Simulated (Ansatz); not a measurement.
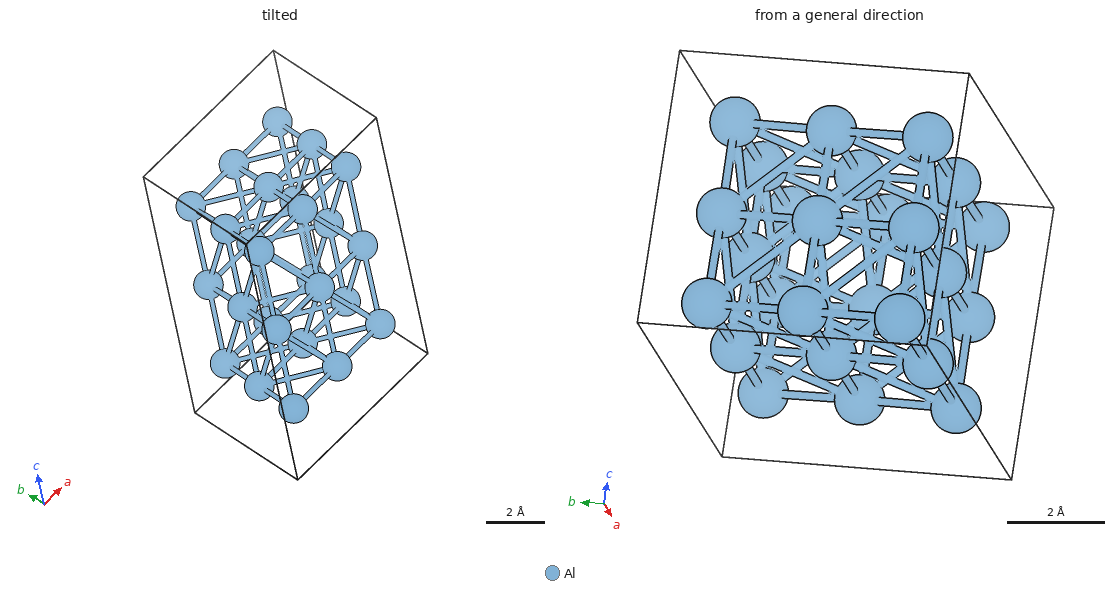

Shown here is a ball-and-stick view of the crystal, taken slightly off an axis and from a general direction. The edges of the supercell are marked. The host is Al, in a cell of 27 sites, and the cell is neutral.

What imperfection does the supercell contain?

Answer. An aluminium vacancy. Around the empty site lie twelve Al at about 2.8 Å.

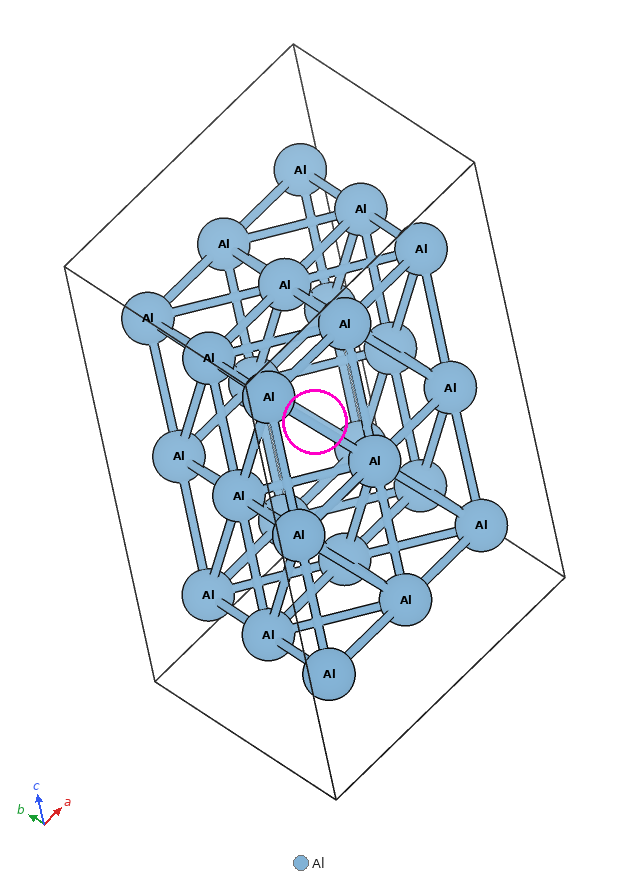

The same cell with a ring at the defect's site.

The atoms were relaxed in the host's cell with DFT PBE, scalar-relativistic, plane waves, PAW in Ansatz.
